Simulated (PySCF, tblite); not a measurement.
**Si₃H₅O₄−, a small gas-phase stand-in for a defect centre (silica 3-ring, OH): NMR shifts, core binding energies and electronic excitations**

Aim: the NMR shifts, core binding energies and electronic excitations of `O[Si]1O[SiH2]O[SiH2]O1`. It is drawn as: dangling bond, charged.

Computed with tblite 0.8.0 and PySCF 2.14.0; each step states its level. No surroundings beyond the atoms listed, unless a continuum is named. Atoms count from 0, parts from 1.

## 1. The system as given

12 atoms, charge -1, multiplicity 1; geometry: distance geometry start.

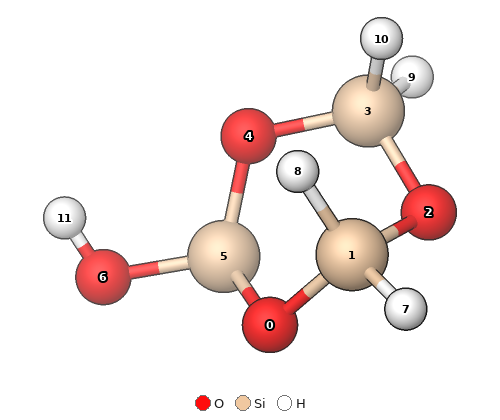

The starting geometry (oxygen red, silicon light orange, hydrogen white), atoms numbered.

## 2. Relaxing the cluster with GFN2-xTB

What the job is given:

```
{"job": {"kind": "relax", "xc": "GFN2-xTB", "basis": "xTB"}, "charge": -1, "multiplicity": 1}
O      0.706065     1.537518    -0.694469
Si    -0.737547     1.442814     0.208837
O     -1.713045     0.293534    -0.595858
Si    -1.151123    -1.211936     0.067720
O      0.547859    -1.188902     0.177480
Si     1.296234    -0.088924    -0.896957
O      2.996658    -0.151861    -0.789726
H     -1.428908     2.742554     0.292658
H     -0.374191     0.915414     1.561437
H     -1.654010    -2.349063    -0.727608
H     -1.717837    -1.259371     1.406944
H      3.295760    -0.700055    -0.018537
```

Level: GFN2-xTB geometry optimisation, gas phase.

On the command line:

```console
$ OMP_NUM_THREADS=1 python cluster_run.py task.json out
```

The driver reads the jobs from task.json and runs them one after another.

Log:

```text
step      E/eV     max force
  0    -665.45526    4.180
  1    -666.25233    3.015
  2    -666.60737    2.638
  3    -666.76784    0.920
  4    -666.87091    0.768
  5    -666.94917    0.956
  6    -667.02471    0.851
  7    -667.11058    0.781
  8    -667.16749    0.547
  9    -667.23172    0.885
 10    -667.30618    1.077
 11    -667.39528    0.911
 12    -667.47829    0.686
 13    -667.53667    0.548
 14    -667.56934    0.544
 15    -667.61798    0.768
 16    -667.67566    0.716
 17    -667.72135    0.499
 18    -667.74502    0.415
 19    -667.76027    0.348
 20    -667.77236    0.427
 21    -667.78901    0.434
 22    -667.80578    0.350
 23    -667.82028    0.239
 24    -667.82832    0.235
 25    -667.83730    0.195
 26    -667.84394    0.200
 27    -667.85107    0.205
 28    -667.85934    0.318
 29    -667.86669    0.250
 30    -667.87388    0.194
 31    -667.87847    0.161
 32    -667.88151    0.157
 33    -667.88433    0.129
 34    -667.88692    0.155
 35    -667.88953    0.141
 36    -667.89187    0.152
 37    -667.89390    0.147
 38    -667.89586    0.121
 39    -667.89779    0.115
 40    -667.89935    0.131
 41    -667.90085    0.110
 42    -667.90268    0.117
 43    -667.90587    0.143
 44    -667.90917    0.185
 45    -667.91241    0.181
 46    -667.91482    0.128
 47    -667.91686    0.108
 48    -667.91856    0.103
 49    -667.92053    0.118
 50    -667.92248    0.111
 51    -667.92457    0.226
 52    -667.92678    0.165
 53    -667.93069    0.134
 54    -667.93298    0.144
 55    -667.93540    0.146
 56    -667.93672    0.163
 57    -667.93781    0.115
 58    -667.93883    0.077
 59    -667.93954    0.059
 60    -667.93986    0.058
 61    -667.94020    0.045
 62    -667.94044    0.037
 63    -667.94059    0.023
 64    -667.94065    0.026
 65    -667.94070    0.026
 66    -667.94075    0.025
 67    -667.94084    0.032
 68    -667.94092    0.026
 69    -667.94096    0.017
 70    -667.94099    0.013
 71    -667.94100    0.011
 72    -667.94101    0.012
 73    -667.94104    0.014
 74    -667.94109    0.020
 75    -667.94113    0.020
 76    -667.94117    0.014
 77    -667.94120    0.013
 78    -667.94123    0.014
 79    -667.94127    0.016
 80    -667.94133    0.023
 81    -667.94142    0.028
 82    -667.94149    0.023
 83    -667.94154    0.014
 84    -667.94156    0.013
 85    -667.94157    0.015
 86    -667.94159    0.017
 87    -667.94161    0.018
 88    -667.94165    0.019
 89    -667.94168    0.013
 90    -667.94170    0.011
 91    -667.94171    0.011
 92    -667.94173    0.012
 93    -667.94175    0.014
 94    -667.94177    0.014
 95    -667.94178    0.008
 96    -667.94179    0.003
```

Wall time 3.1 s (1 thread of Arm Neoverse V1, shared host).

Relaxation path:

| step | energy from step 0 (eV) | largest force (eV/Å) |
| --- | --- | --- |
| 0 | 0.0000 | 4.1796 |
| 4 | -1.4157 | 0.7679 |
| 8 | -1.7122 | 0.5472 |
| 12 | -2.0230 | 0.6854 |
| 16 | -2.2204 | 0.7165 |
| 20 | -2.3171 | 0.4265 |
| 24 | -2.3731 | 0.2351 |
| 28 | -2.4041 | 0.3183 |
| 32 | -2.4263 | 0.1570 |
| 36 | -2.4366 | 0.1522 |
| 40 | -2.4441 | 0.1315 |
| 44 | -2.4539 | 0.1849 |
| 48 | -2.4633 | 0.1030 |
| 52 | -2.4715 | 0.1651 |
| 56 | -2.4815 | 0.1633 |
| 60 | -2.4846 | 0.0576 |
| 64 | -2.4854 | 0.0265 |
| 68 | -2.4857 | 0.0261 |
| 72 | -2.4858 | 0.0124 |
| 76 | -2.4859 | 0.0140 |
| 80 | -2.4861 | 0.0229 |
| 84 | -2.4863 | 0.0129 |
| 88 | -2.4864 | 0.0188 |
| 92 | -2.4865 | 0.0126 |
| 96 | -2.4865 | 0.0033 |

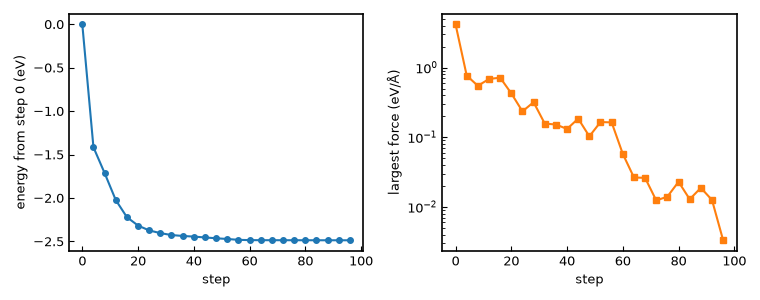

Energy and force, step by step.

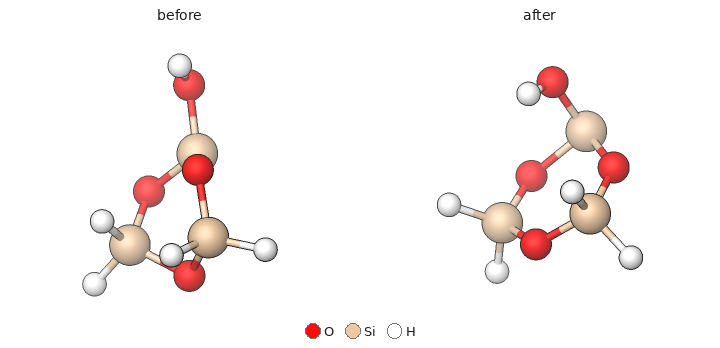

The geometry before (left) and after (right).

Distances of close pairs at the start and the end, largest changes first:

| bond | before (Å) | after (Å) | change (Å) |
| --- | --- | --- | --- |
| O0–Si1 | 1.706 | 1.572 | -0.133 |
| Si3–O4 | 1.703 | 1.572 | -0.130 |
| O2–Si3 | 1.739 | 1.629 | -0.109 |
| Si1–O2 | 1.709 | 1.629 | -0.079 |
| O4–Si5 | 1.710 | 1.769 | +0.059 |
| Si5–O6 | 1.705 | 1.660 | -0.045 |
| O6–H11 | 0.992 | 0.962 | -0.030 |
| O0–Si5 | 1.742 | 1.769 | +0.027 |

## 3. Relaxing the molecule at PBE0-D3(BJ)/def2-SVP

What the job is given:

```
{"job": {"xc": "PBE0", "basis": "def2-SVP", "d3": "d3bj", "grid": 2, "kind": "geom", "shake": 0.01}, "charge": -1, "multiplicity": 1}
O      0.694817     1.317212    -0.713284
Si    -0.552205     1.501743     0.257473
O     -1.438625     0.146197     0.477718
Si    -0.911391    -1.316407    -0.044441
O      0.298188    -1.303700    -1.010692
Si     1.518585    -0.064849    -1.364638
O      2.604567    -0.355782    -0.126904
H     -1.488010     2.470675    -0.316025
H     -0.117323     1.892937     1.641667
H     -2.113777    -1.842359    -0.758197
H     -0.681113    -2.077643     1.209865
H      2.224776    -0.395607     0.764457
```

Log:

```text
step   0  E = -1171.49964590  max force = 0.055515
step   1  E = -1171.51440084  max force = 0.018252
step   2  E = -1171.51543255  max force = 0.006189
step   3  E = -1171.51561118  max force = 0.001599
step   4  E = -1171.51563017  max force = 0.000792
step   5  E = -1171.51564759  max force = 0.000946
step   6  E = -1171.51566751  max force = 0.001449
step   7  E = -1171.51571890  max force = 0.002634
step   8  E = -1171.51575850  max force = 0.003325
step   9  E = -1171.51581445  max force = 0.002182
step  10  E = -1171.51586836  max force = 0.000794
step  11  E = -1171.51587927  max force = 0.000864
step  12  E = -1171.51596354  max force = 0.002687
step  13  E = -1171.51601004  max force = 0.002005
step  14  E = -1171.51606162  max force = 0.001002
step  15  E = -1171.51608128  max force = 0.000842
step  16  E = -1171.51610683  max force = 0.001087
step  17  E = -1171.51610779  max force = 0.000838
step  18  E = -1171.51611483  max force = 0.000385
optimisation converged
```

It took 5.8 min on 1 thread of Arm Neoverse V1, shared host; peak memory 0.69 GiB.

The steps of the relaxation:

| step | energy from step 0 (eV) | largest force component (eV/Å) |
| --- | --- | --- |
| 0 | 0.0000 | 2.8547 |
| 1 | -0.4015 | 0.9386 |
| 2 | -0.4296 | 0.3183 |
| 3 | -0.4344 | 0.0822 |
| 4 | -0.4350 | 0.0407 |
| 5 | -0.4354 | 0.0486 |
| 6 | -0.4360 | 0.0745 |
| 7 | -0.4374 | 0.1354 |
| 8 | -0.4384 | 0.1710 |
| 9 | -0.4400 | 0.1122 |
| 10 | -0.4414 | 0.0408 |
| 11 | -0.4417 | 0.0444 |
| 12 | -0.4440 | 0.1382 |
| 13 | -0.4453 | 0.1031 |
| 14 | -0.4467 | 0.0515 |
| 15 | -0.4472 | 0.0433 |
| 16 | -0.4479 | 0.0559 |
| 17 | -0.4480 | 0.0431 |
| 18 | -0.4481 | 0.0198 |

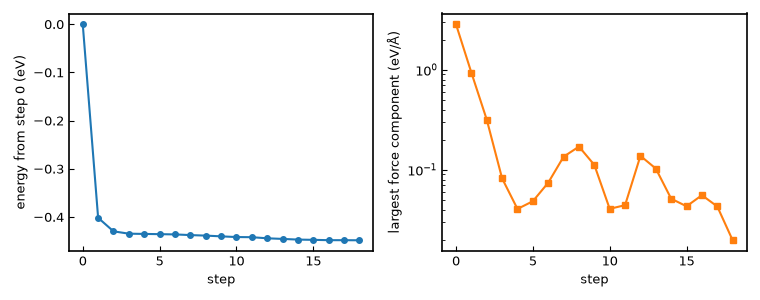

Energy and largest force along the relaxation.

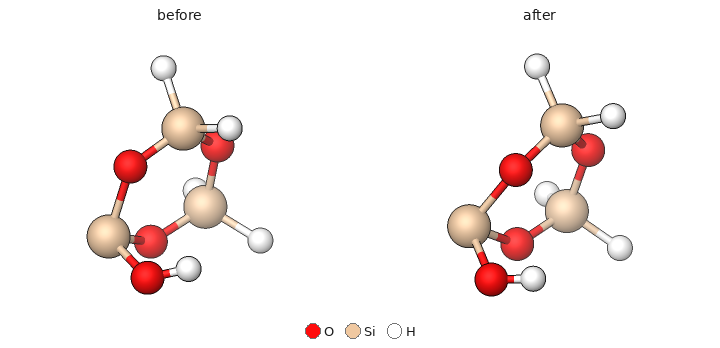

The geometry before (left) and after (right).

Close pairs (by a distance rule), those that changed most:

| bond | before (Å) | after (Å) | change (Å) |
| --- | --- | --- | --- |
| Si3–O4 | 1.548 | 1.618 | +0.070 |
| O0–Si5 | 1.736 | 1.805 | +0.070 |
| Si5–O6 | 1.672 | 1.716 | +0.044 |
| Si1–H7 | 1.464 | 1.504 | +0.040 |
| Si1–O2 | 1.635 | 1.674 | +0.040 |
| O2–Si3 | 1.640 | 1.673 | +0.033 |
| O4–Si5 | 1.775 | 1.806 | +0.032 |
| O0–Si1 | 1.591 | 1.617 | +0.026 |

The final coordinates are the input of the step that follows.

| at the end point | value |
| --- | --- |
| rotational constants (GHz, main isotopes) | 2.205, 1.415, 0.960 |

## 4. Shielding tensors: PBE0/aug-pcSseg-1

What the job is given:

```
{"job": {"kind": "nmr", "xc": "PBE0", "basis": "aug-pcSseg-1"}, "charge": -1, "multiplicity": 1}
O      0.815755     1.165523    -0.632981
Si    -0.512059     1.616973     0.171640
O     -1.450100     0.296329     0.595512
Si    -1.084699    -1.298032     0.242500
O      0.350690    -1.425357    -0.493125
Si     1.394114    -0.323979    -1.473559
O      2.826565    -0.548294    -0.555022
H     -1.397870     2.535662    -0.624366
H     -0.178296     2.347417     1.443789
H     -2.224277    -1.828856    -0.583679
H     -1.109861    -2.057542     1.540220
H      2.608484    -0.507551     0.385674
```

Level: GIAO PBE0/aug-pcSseg-1 NMR shielding, non-relativistic, gas phase.

Log:

```text
coarse grid: 12320 points
cycle   1  E = -1171.5353412327  dE =  8.138e-01  |g| = 1.439e+00  |ddm| = 5.988e+00
cycle   2  E = -1170.6150403239  dE =  9.203e-01  |g| = 2.574e+00  |ddm| = 5.877e+00
cycle   3  E = -1171.9118446026  dE = -1.297e+00  |g| = 1.674e-01  |ddm| = 4.696e+00
cycle   4  E = -1171.9137516654  dE = -1.907e-03  |g| = 1.563e-01  |ddm| = 4.467e-01
cycle   5  E = -1171.9180630947  dE = -4.311e-03  |g| = 2.401e-02  |ddm| = 2.031e-01
cycle   6  E = -1171.9181781148  dE = -1.150e-04  |g| = 3.965e-03  |ddm| = 4.092e-02
cycle   7  E = -1171.9181802527  dE = -2.138e-06  |g| = 2.465e-03  |ddm| = 1.125e-02
final grid: 107472 points
cycle   8  E = -1171.9967026179  dE = -5.207e-06  |g| = 1.299e-02  |ddm| = 7.109e-02
cycle   9  E = -1171.9966575248  dE =  4.509e-05  |g| = 2.057e-02  |ddm| = 3.580e-02
cycle  10  E = -1171.9967302907  dE = -7.277e-05  |g| = 6.953e-04  |ddm| = 2.331e-02
cycle  11  E = -1171.9967303696  dE = -7.883e-08  |g| = 3.310e-04  |ddm| = 1.475e-03
cycle  12  E = -1171.9967303886  dE = -1.901e-08  |g| = 8.023e-05  |ddm| = 4.716e-04
cycle  13  E = -1171.9967303898  dE = -1.182e-09  |g| = 1.797e-05  |ddm| = 1.334e-04
cycle  14  E = -1171.9967303898  dE = -5.343e-11  |g| = 9.220e-06  |ddm| = 3.741e-05
converged SCF energy = -1171.9967303898

GIAO shielding tensors (ppm)
atom      isotropic    diamagn.    paramagn.     s11        s22        s33       span
  0 O      164.405     416.984    -252.579     99.261    174.881    219.074    119.813
  1 Si     405.120     879.460    -474.340    382.807    389.879    442.676     59.869
  2 O      230.872     412.695    -181.823    183.243    203.681    305.693    122.450
  3 Si     404.226     879.562    -475.337    382.671    388.649    441.356     58.684
  4 O      163.576     417.076    -253.499    101.724    175.903    213.102    111.379
  5 Si     354.963     875.222    -520.258    263.018    280.512    521.360    258.343
  6 O      198.871     396.631    -197.759    126.433    184.864    285.317    158.884
  7 H       25.911      26.707      -0.796     22.966     23.684     31.083      8.118
  8 H       25.910      27.905      -1.996     23.054     23.549     31.127      8.073
  9 H       25.869      26.845      -0.976     23.000     23.667     30.939      7.940
 10 H       25.977      27.826      -1.848     23.046     23.604     31.281      8.235
 11 H       30.384      38.332      -7.948     25.484     27.047     38.620     13.135
```

Wall time 72 s (1 thread of Arm Neoverse V1, shared host); peak memory 1 GiB.

No reference compound was run at this level, so shieldings alone are listed. Atoms listed in one row are averaged.

| atoms | environment | σ (ppm) |
| --- | --- | --- |
| H9 | hydrogen on a silicon bonded to 2 O | 25.87 |
| H8 | hydrogen on a silicon bonded to 2 O | 25.91 |
| H7 | hydrogen on a silicon bonded to 2 O | 25.91 |
| H10 | hydrogen on a silicon bonded to 2 O | 25.98 |
| H11 | hydrogen on an oxygen bonded to Si | 30.38 |
| O4 | oxygen bonded to 2 Si | 163.6 |
| O0 | oxygen bonded to 2 Si | 164.4 |
| O6 | oxygen bonded to Si, H | 198.9 |
| O2 | oxygen bonded to 2 Si | 230.9 |
| Si5 | silicon bonded to 3 O | 355.0 |
| Si1, Si3 | silicon bonded to 2 O, 2 H | 404.7 |

The run also stored atomic charges by several schemes (e):

| atoms | IAO | Hirshfeld | ESP fit |
| --- | --- | --- | --- |
| O0 | -0.89 | -0.37 | -0.23 |
| Si1, Si3 | 1.16 | 0.38 | 0.65 |
| O2 | -0.91 | -0.34 | -0.47 |
| O4 | -0.89 | -0.37 | -0.22 |
| Si5 | 0.68 | 0.06 | -0.48 |
| O6 | -0.82 | -0.39 | -0.46 |

IAO charges:

| atom | value (e) |
| --- | --- |
| O0 | -0.89 |
| Si1 | 1.16 |
| O2 | -0.91 |
| Si3 | 1.16 |
| O4 | -0.89 |
| Si5 | 0.68 |
| O6 | -0.82 |
| H7 | -0.20 |
| H8 | -0.20 |
| H9 | -0.21 |
| H10 | -0.20 |
| H11 | 0.31 |

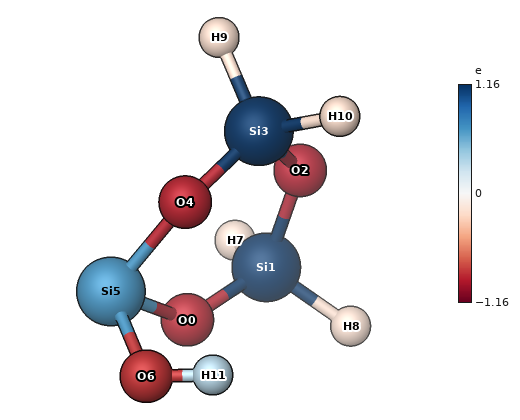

IAO charges, as colours on the atoms.

Mulliken charges and Mayer bond orders break down with diffuse functions, so they are left out here.

With diffuse functions Mulliken charges and Mayer bond orders lose their meaning; the other schemes are steadier.

Ring of atoms O0, Si1, O2, Si3, O4, Si5: NICS(0) -1.0, NICS(1) 0.3, NICS(1)zz 5.3 ppm (means of both faces).

[end of part 1 of 2]
